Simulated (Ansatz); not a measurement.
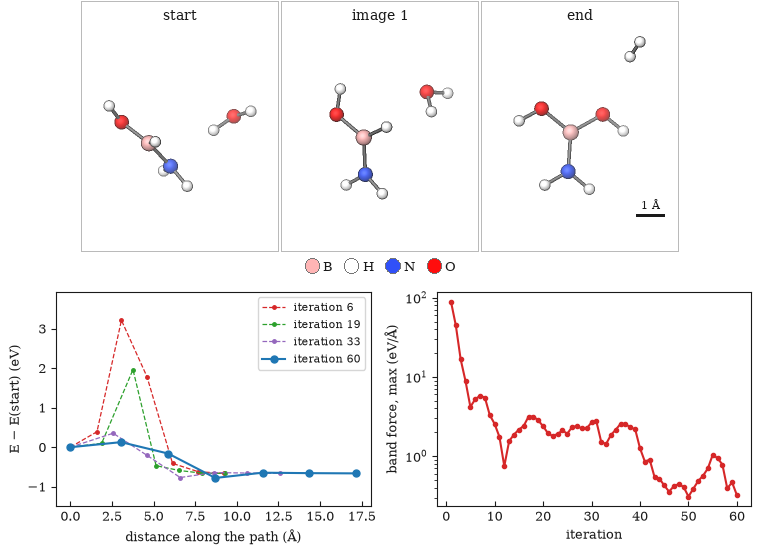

A nudged-elastic-band calculation for BNH6O2. Images are numbered from 0 (start) to 6 (end). The plot follows the band through its iterations. A ball-and-stick model, seen at a tilt.

Method: RKS BLYP-D4/def2-mTZVP in Ansatz 0.2.0. Settings: 5 movable images; climbing image; force threshold 0.03 eV/Å; iteration limit 60; starting path through a guess of the saddle point.

Did the band converge, and can the barrier be trusted?

Answer. The result isn't final. The band hadn't converged when the run stopped after 60 iterations. The largest component of the band force went from 89 to 0.32 eV/Å. The barrier read from it is provisional, though the highest image hardly moved in the last two iterations. The first iteration put the highest image at 17.42 eV. Relative to the start the highest point is image 1 at +0.13 eV and the end lies at −0.66 eV, but the profile dips to −0.78 eV at image 3 on the way, so there may be more than one step; on an unconverged band the side maxima are provisional.

The run took 6.7 min on 2 threads of Arm Neoverse V2, on a shared host, peak memory 0.13 GiB.
